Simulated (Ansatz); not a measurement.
Input

```
crystal:
  periodic: [false, false, false]
  atoms:
    - { symbol: Zr, position_ang: [0.0, 0.0, 0.0] }
    - { symbol: F, position_ang: [0.0, 0.0, 2.33] }
    - { symbol: Cl, position_ang: [2.3764, 0.0, -0.8392] }
    - { symbol: F, position_ang: [-0.9326, 1.6157, -0.6593] }
    - { symbol: Cl, position_ang: [-1.1869, -2.0563, -0.8392] }
    - { symbol: H, position_ang: [1.1221, -1.704, 0.6779] }
    - { symbol: H, position_ang: [0.8157, -1.2386, 1.7078] }
basis:
  gaussian: { orbitals: def2-SVP }
hamiltonian:
  xc: pbe0
relax:
  f_tol: 0.15
  max_steps: 25
  restrain:
    - { distance: [0, 5], at: 3.05, k: 30.0 }
    - { distance: [6, 1], at: 2.12, k: 30.0 }
    - { distance: [0, 1], at: 1.98, k: 30.0 }
    - { distance: [6, 5], at: 0.66, k: 30.0 }
output:
  orbitals: {}
```

Launched as:

```sh
ansatz run input.yaml --threads 2 --pin off --max-ram 3072MiB --backend cpu --events-out ev --progress --plain --runs-dir out
```

The fields are those of the run's last geometry, not of the input's.

Core potentials replace the inner electrons of Zr; not at a stationary point (largest force 1.8 eV/Å).

Computed with Ansatz 0.2.0, RKS PBE0/def2-SVP.

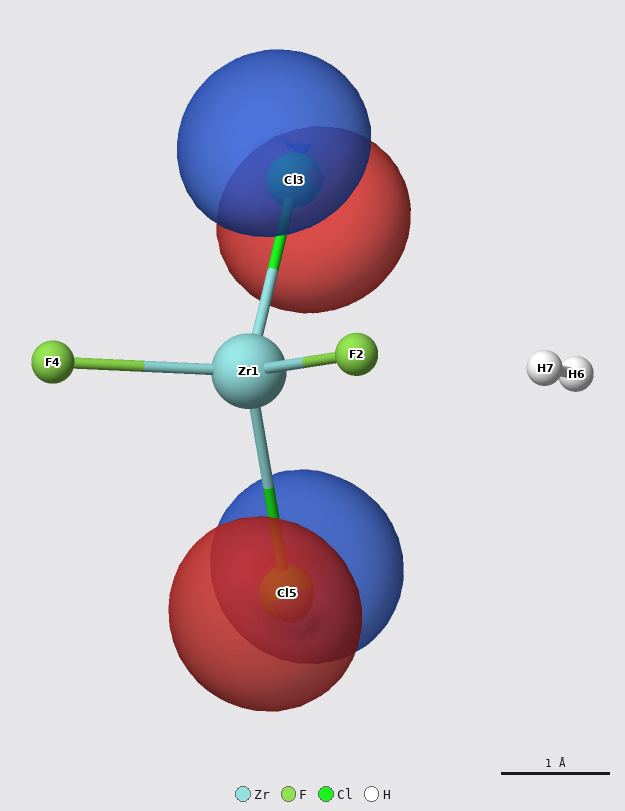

Cl2F2Zr···H2. The HOMO at ±0.15 Å⁻³ᐟ² (red and blue are the two phases), seen across its widest extent.

### Describe this orbital and give its energy.

Its weight (Hirshfeld) is mainly on Cl5 (about 45 %) and Cl3 (about 45 %); largely a combination of lone pairs on Cl5 and Cl3. Its energy is −9.79 eV.
